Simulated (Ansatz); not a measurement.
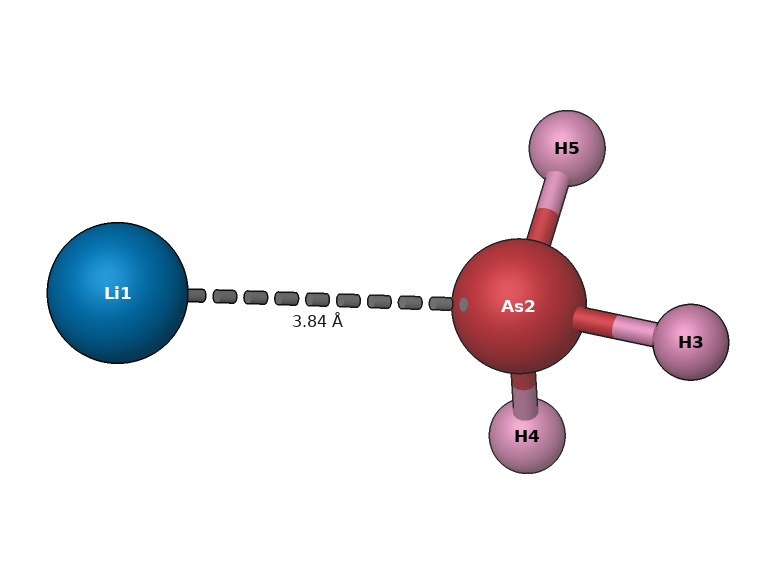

Two molecules or ions; the broken line marks their closest contact (measured against van der Waals radii). State: charge +1, singlet. Geometry: a pair of rigid molecules at a changed separation. Program: Ansatz 0.2.0.

Question: Which two species are they?

Answer: Li and AsH3 (`[AsH3].[Li+]`).

Give the counterpoise-corrected interaction energy (kJ/mol, monomers kept as in the pair) with RHF-CCSD(T) (frozen core)/def2-TZVPPD; ωB97M-V/def2-TZVPPD.

```csv
level,interaction energy (kJ/mol)
RHF-CCSD(T) (frozen core)/def2-TZVPPD,−46.7
ωB97M-V/def2-TZVPPD,−48.6
```
